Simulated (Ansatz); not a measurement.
# AlH (SMILES [AlH]) at 6 levels

Aim: a comparison of 6 runs (UHF/3-21G, B3LYP/3-21G, UPBE/3-21G, wB97X/3-21G, revPBE/cc-pVTZ, MP2/cc-pVTZ) of AlH. 

Program for the calculation: Ansatz 0.2.0.

53 further runs of the same task are left out: 53 set aside as unsound or not needed.

### 1 The structure to begin with

The species is AlH (2 atoms), meant as a singlet with charge 0. As SMILES, `[AlH]`. The H2–Al1 distance was set to 2.420 Å, away from the relaxed value.

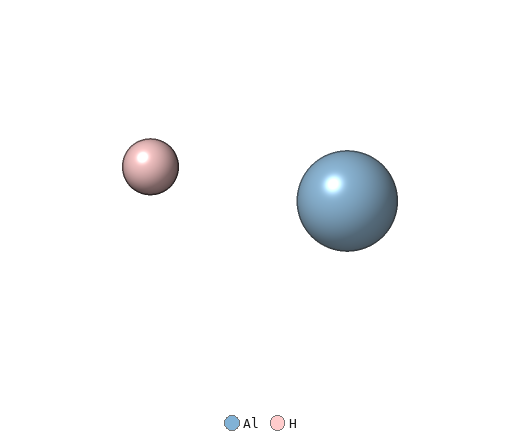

Viewed from a chosen angle; aluminium light blue, hydrogen pink.

### 2 A single-point energy at UHF/3-21G (run 1)

input.yaml reads:

```yaml
crystal:
  periodic: [false, false, false]
  atoms:
    - symbol: Al
      position_ang: [0.000000, 0.000000, -0.806730]
    - symbol: H
      position_ang: [0.000000, 0.000000, 1.613470]
basis:
  gaussian:
    orbitals: 3-21G.json
magnetization:
  spin_polarized: true
accuracy: high
hamiltonian:
  xc: hf
```

The basis set 3-21G is read from a file made from the Basis Set Exchange's data (not shown).

Run with:

```bash
$ ansatz run input.yaml --threads 1 --pin off --max-ram 2610MiB --events-out events.jsonl --progress --plain --runs-dir runs
```

Standard output:

```text
Warning: RAYON_NUM_THREADS=1 ignored (pool sized by the plan → 1); use --threads N
Functional definition: HF
  name "HF"
  exchange = exact_x
  correlation = 0
276 factors; integrals over basis functions are off by at most 3.2e-9 eV
mean field evaluation 1: about -6559.2081 eV, gradient 6.2e0 eV
mean field evaluation 2: about -6559.2083 eV, gradient 6.2e0 eV
mean field evaluation 4: about -6559.9898 eV, gradient 2.8e-1 eV
mean field evaluation 8: about -6559.9908 eV, gradient 4.1e-8 eV
mean field evaluation 16: about -6560.0308 eV, gradient 5.1e-2 eV
mean field evaluation 32: about -6559.4307 eV, gradient 1.8e0 eV
mean field evaluation 64: about -6559.1834 eV, gradient 9.3e-3 eV
mean field -6560.03046286 eV, -241.0766729618 hartree, gradient 3.5e-8 eV, S^2 0.237359; 5 other end points of the search recorded, 0 dependent functions left out
reference -6560.03046286 eV, -241.0766729618 hartree; 7, 7 occupied and 8, 8 virtual orbitals, 276 factors
Total energy: -6560.03046286 eV, -241.0766729618 hartree
```

It took 0.28 s on 1 thread of Intel Xeon Platinum 8259CL at 2.50GHz (Skylake/Cascade Lake), shared host.

### 3 The energy at B3LYP/3-21G (run 2)

input.yaml reads:

```yaml
crystal:
  periodic: [false, false, false]
  atoms:
    - {symbol: Al, position_ang: [0.000000, 0.000000, -0.806730]}
    - {symbol: H, position_ang: [0.000000, 0.000000, 1.613470]}
basis:
  gaussian:
    orbitals: 3-21G.json
hamiltonian:
  xc: {name: B3LYP}
accuracy: high
```

The basis set 3-21G is read from a file made from the Basis Set Exchange's data (not shown).

Run with:

```bash
$ ansatz run input.yaml --threads 1 --pin off --max-ram 2610MiB --events-out events.jsonl --progress --plain --runs-dir runs
```

Standard output:

```text
Warning: RAYON_NUM_THREADS=1 ignored (pool sized by the plan → 1); use --threads N
Functional definition: B3LYP
  name "B3LYP"
  parameter a0 = 0.2
  parameter ax = 0.72
  parameter ac = 0.81
  exchange = (1 - a0 - ax)*slater_x + ax*b88_x + a0*exact_x
  correlation = (1 - ac)*vwn_rpa_c + ac*lyp_c
276 factors; integrals over basis functions are off by at most 3.2e-9 eV
mean field evaluation 1: about -6573.3695 eV, gradient 1.3e1 eV
mean field evaluation 2: about -6571.9221 eV, gradient 1.7e1 eV
mean field evaluation 4: about -6574.5895 eV, gradient 1.0e-1 eV
mean field evaluation 8: about -6574.5881 eV, gradient 8.8e-4 eV
mean field evaluation 16: about -6574.5881 eV, gradient 8.3e-9 eV
mean field -6574.58812600 eV, -241.6116572148 hartree, gradient 7.8e-9 eV, S^2 0.000000; 0 other end points of the search recorded, 0 dependent functions left out
reference -6574.58815245 eV, -241.6116581867 hartree; 7, 7 occupied and 8, 8 virtual orbitals, 276 factors
Total energy: -6574.58815245 eV, -241.6116581867 hartree
```

Run time: 0.89 s. Hardware: 1 thread of Intel Xeon Platinum 8259CL at 2.50GHz (Skylake/Cascade Lake), shared host; peak memory 0.096 GiB.

Runs 3 to 5 aren't shown in full; the table further down has their settings and results.

### 4 A single-point energy at MP2/cc-pVTZ (run 6)

job.yaml reads:

```yaml
basis:
  gaussian: {orbitals: cc-pVTZ}
crystal:
  periodic: [false, false, false]
  atoms:
    - {symbol: Al, position_ang: [0.000000, 0.000000, -0.806730]}
    - {symbol: H, position_ang: [0.000000, 0.000000, 1.613470]}
accuracy: high
correlation: {method: mp2, frozen_orbitals: {Al: 5, H: 0}}
```

Run with:

```bash
$ ansatz run job.yaml --threads 1 --pin off --max-ram 2610MiB --events-out events.jsonl --progress --plain --runs-dir runs
```

Standard output:

```text
Warning: RAYON_NUM_THREADS=1 ignored (pool sized by the plan → 1); use --threads N
[... 4 set-up lines as earlier in the session ...]
608 factors; integrals over basis functions are off by at most 3.7e-9 eV
mean field evaluation 1: about -6595.5990 eV, gradient 9.1e0 eV
mean field evaluation 2: about -6595.5996 eV, gradient 9.1e0 eV
mean field evaluation 4: about -6596.3757 eV, gradient 7.9e-1 eV
mean field evaluation 8: about -6596.3817 eV, gradient 1.4e-3 eV
mean field -6596.38171607 eV, -242.4125568775 hartree, gradient 1.0e-8 eV, S^2 0.000000; 0 other end points of the search recorded, 0 dependent functions left out; unrestricted orbitals would lower it
mean field evaluation 16: about -6596.3221 eV, gradient 2.2e0 eV
5 core orbitals not correlated: weight in the atoms' cores, before any rotation towards them, 1.000 or more for the frozen orbitals, at most 0.000 for the correlated occupied ones
reference -6596.38171607 eV, -242.4125568775 hartree; 2, 2 occupied and 41, 41 virtual orbitals, 608 factors
second order -1.70332931 eV of doubles, -0.00000000 eV of singles
Total energy: -6598.08504538 eV, -242.4751530749 hartree
```

Run time: 0.46 s. Hardware: 1 thread of Intel Xeon Platinum 8259CL at 2.50GHz (Skylake/Cascade Lake), shared host.

### 5 Overview of the runs

```csv
run,level,frozen core orbitals,energy (Eh),wall time
1,UHF/3-21G,–,-241.076673,0.28 s
2,B3LYP/3-21G,–,-241.611658,0.89 s
3,UPBE/3-21G,–,-241.444845,2 s
4,wB97X/3-21G,–,-241.570690,2.2 s
5,revPBE/cc-pVTZ,–,-242.890865,1.8 s
6,MP2/cc-pVTZ,5,-242.475153,0.46 s
```

### 6 Results

| quantity | value |
| --- | --- |
| run 6: total energy | -242.47515 Eh |
| run 6: correlation energy (5 core orbitals frozen) | -62.6 mEh |

What this shows: Totals of different functionals can't be ranked against each other. In run 6 the log says that unrestricted orbitals would lower the reference, so the values rest on an unstable closed-shell determinant (other closed-shell runs at this shape may share the fault). Spin contamination of the reference: run 1 ⟨S²⟩ = 0.24. All runs together took 7.6 s, the longest 2.2 s.
